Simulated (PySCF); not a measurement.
# CF2 (SMILES F[C]F): B2PLYP/STO-6G

Aim: the vertical singlet–triplet gap of CF2 at B2PLYP/STO-6G, from 2 runs. Input form: a Python script.

The results are computed with PySCF 2.14.0.

8 further runs of the same task are left out: 8 set aside as unsound or not needed.

## Step 1: Starting point

The species is CF2 (3 atoms), meant as a singlet with charge 0. SMILES: `F[C]F`. Geometry: relaxed at GFN2-xTB.

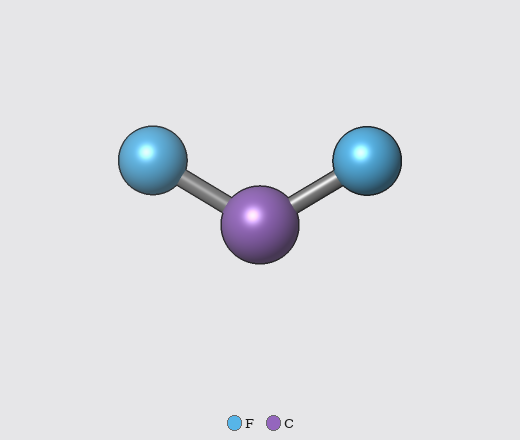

The structure, seen from a chosen angle (fluorine blue, carbon purple).

## Step 2: The energy at B2PLYP/STO-6G

Input file input.py:

```python
# F[C]F
from pyscf import gto, dft, mp

molecule = gto.M(
    atom='''
F      0.750108     1.951709     0.628844
C      0.617600    -0.514346     0.282949
F     -1.367708    -1.437363    -0.911793
''',
    basis='sto-6g',
    unit='bohr',
    verbose=4,
    charge=0,
    max_memory=1860,
)

ks = dft.RKS(molecule, xc='0.53*HF + 0.47*B88, 0.73*LYP')
ks.grids.level = 5
ks.conv_tol = 1e-10
ks.kernel()
if not ks.converged:
    ks = ks.newton().run(ks.mo_coeff, ks.mo_occ)

pt = mp.MP2(ks, frozen=3).run()
etot = ks.e_tot + 0.27 * pt.e_corr
print('PT2 part  %.8f' % (0.27 * pt.e_corr))
print(f'total energy: {etot:.8f} hartree')
```

Command:

```sh
$ OMP_NUM_THREADS=1 python input.py
```

The program printed:

```text
PySCF version 2.14.0

[INPUT] num. atoms = 3
[INPUT] num. electrons = 24
[INPUT] charge = 0
[INPUT] spin (= nelec alpha-beta = 2S) = 0
[INPUT] symmetry False subgroup None
[INPUT] Mole.unit = bohr
[INPUT] Symbol           X                Y                Z      unit          X                Y                Z       unit  Magmom
[INPUT]  1 F      0.396940059329   1.032799925147   0.332769914024 AA    0.750108000000   1.951709000000   0.628844000000 Bohr   0.0
[INPUT]  2 C      0.326819845464  -0.272180181728   0.149730162653 AA    0.617600000000  -0.514346000000   0.282949000000 Bohr   0.0
[INPUT]  3 F     -0.723759904793  -0.760619743420  -0.482500076676 AA   -1.367708000000  -1.437363000000  -0.911793000000 Bohr   0.0

nuclear repulsion = 62.2167775880417
number of shells = 9
number of NR pGTOs = 90
number of NR cGTOs = 15
basis = sto-6g
ecp = {}

******** <class 'pyscf.dft.rks.RKS'> ********
method = RKS
initial guess = minao
damping factor = 0
level_shift factor = 0
DIIS = <class 'pyscf.scf.diis.CDIIS'>
diis_start_cycle = 1
diis_space = 8
diis_damp = 0
SCF conv_tol = 1e-10
SCF conv_tol_grad = None
SCF max_cycles = 50
direct_scf = True
direct_scf_tol = 1e-13
XC library pyscf.dft.libxc version 7.0.0
    S. Lehtola, C. Steigemann, M. J.T. Oliveira, and M. A.L. Marques.,  SoftwareX 7, 1–5 (2018)
XC functionals = 0.53*HF + 0.47*B88, 0.73*LYP
    A. D. Becke.,  Phys. Rev. A 38, 3098 (1988)
    C. Lee, W. Yang, and R. G. Parr.,  Phys. Rev. B 37, 785 (1988)
    B. Miehlich, A. Savin, H. Stoll, and H. Preuss.,  Chem. Phys. Lett. 157, 200 (1989)
radial grids:
    Treutler-Ahlrichs [JCP 102, 346 (1995); DOI:10.1063/1.469408] (M4) radial grids

becke partition: Becke, JCP 88, 2547 (1988); DOI:10.1063/1.454033
pruning grids: <function nwchem_prune>
grids dens level: 5
symmetrized grids: False
atomic radii adjust function: <function treutler_atomic_radii_adjust>
small_rho_cutoff = 0
Set gradient conv threshold to 1e-05
Initial guess from minao.
tot grids = 130736
init E= -236.508903537733
  HOMO = -0.206185519623557  LUMO = 0.0186953766416223  gap/eV = 6.11932
cycle= 1 E= -236.155327738997  delta_E= 0.354  |g|= 0.483  |ddm|= 2.29
  HOMO = -0.217364014597522  LUMO = 0.0675777027054003  gap/eV = 7.75366
cycle= 2 E= -236.183813140555  delta_E= -0.0285  |g|= 0.444  |ddm|= 1.13
  HOMO = -0.201579468113222  LUMO = 0.118867482296605  gap/eV = 8.71981
cycle= 3 E= -236.243890070658  delta_E= -0.0601  |g|= 0.0123  |ddm|= 0.474
  HOMO = -0.201327587772053  LUMO = 0.124391017149205  gap/eV = 8.86325
cycle= 4 E= -236.244041357833  delta_E= -0.000151  |g|= 0.00304  |ddm|= 0.0447
  HOMO = -0.201295592758991  LUMO = 0.123850944264281  gap/eV = 8.84769
cycle= 5 E= -236.244050329165  delta_E= -8.97e-06  |g|= 0.000599  |ddm|= 0.0123
  HOMO = -0.201309761268676  LUMO = 0.123823467138088  gap/eV = 8.84733
cycle= 6 E= -236.244050566155  delta_E= -2.37e-07  |g|= 0.000213  |ddm|= 0.00191
  HOMO = -0.201308415511217  LUMO = 0.123819975288224  gap/eV = 8.84719
cycle= 7 E= -236.244050583062  delta_E= -1.69e-08  |g|= 3.5e-05  |ddm|= 0.000333
  HOMO = -0.201306171928498  LUMO = 0.123816907772347  gap/eV = 8.84705
cycle= 8 E= -236.244050583706  delta_E= -6.44e-10  |g|= 1.76e-06  |ddm|= 8.17e-05
  HOMO = -0.201306234563136  LUMO = 0.123817677754564  gap/eV = 8.84707
cycle= 9 E= -236.244050583709  delta_E= -2.67e-12  |g|= 1.91e-07  |ddm|= 7.56e-06
  HOMO = -0.201306252604212  LUMO = 0.123817582183506  gap/eV = 8.84707
Extra cycle  E= -236.244050583709  delta_E= -2.84e-13  |g|= 8.59e-08  |ddm|= 4.35e-07
converged SCF energy = -236.244050583709

******** <class 'pyscf.mp.mp2.RMP2'> ********
nocc = 9, nmo = 12
frozen orbitals 3
E(RMP2) = -236.389136508883  E_corr = -0.145085925173833
E(SCS-RMP2) = -236.388862024528  E_corr = -0.144811440818603
E_corr(same-spin) = -0.0337980800653809
E_corr(oppo-spin) = -0.111287845108452
PT2 part  -0.03917320
total energy: -236.28322378 hartree
```

It took 1.8 s on 1 thread of Arm Neoverse V2, shared host; peak memory 0.18 GiB.

## Step 3: The triplet, same level

Input file run.py:

```python
from pyscf import gto, dft, mp

system = gto.M(
    atom=[
    ('F', (0.396940, 1.032800, 0.332770)),
    ('C', (0.326820, -0.272180, 0.149730)),
    ('F', (-0.723760, -0.760620, -0.482500)),
],
    basis='sto-6g',
    spin=2,
    max_memory=1860,
    charge=0,
    verbose=3,
)

mf = dft.UKS(system, xc='0.53*HF + 0.47*B88, 0.73*LYP')
mf.grids.level = 5
mf.conv_tol = 1e-10
mf.kernel()
if not mf.converged:
    mf = mf.newton().run(mf.mo_coeff, mf.mo_occ)

pt = mp.MP2(mf, frozen=3).run()
e_tot = mf.e_tot + 0.27 * pt.e_corr
print('PT2 part  %.8f' % (0.27 * pt.e_corr))
print(f'total energy: {e_tot:.8f} hartree')
```

Command:

```sh
$ OMP_NUM_THREADS=1 python run.py
```

The program printed:

```text
WARN: HOMO 0.0186953545237907 >= LUMO -0.206185517398159

converged SCF energy = -236.202382847594  <S^2> = 2.0032816  2S+1 = 3.0021869
E(UMP2) = -236.299813998585  E_corr = -0.0974311509909549
E(SCS-UMP2) = -236.296309707646  E_corr = -0.0939268600520384
PT2 part  -0.02630641
total energy: -236.22868926 hartree
```

Wall time 2.8 s (1 thread of Arm Neoverse V2, shared host); peak memory 0.19 GiB.

## Step 4: Summary of results

Level: B2PLYP/STO-6G, 3 core orbitals frozen.

```
                                                         quantity          value
                                            singlet: total energy  -236.28322 Eh
                                singlet: dipole moment (SCF part)         1.22 D
                       singlet: HOMO energy (SCF part's orbitals)       -5.48 eV
                       singlet: LUMO energy (SCF part's orbitals)        3.37 eV
                     singlet: HOMO–LUMO gap (SCF part's orbitals)        8.85 eV
                                            triplet: total energy  -236.22869 Eh
                                triplet: dipole moment (SCF part)         0.14 D
triplet: HOMO energy (SCF part's orbitals) (highest over α and β)       -4.31 eV
 triplet: LUMO energy (SCF part's orbitals) (lowest over α and β)        2.08 eV
                                                    triplet: ⟨S²⟩          2.003
                 vertical energy of the triplet above the singlet       1.484 eV
```

In words: At this shape the triplet lies 1.48 eV (143 kJ/mol) above the singlet. In a minimal basis such a difference can be off by several eV, whatever the method.
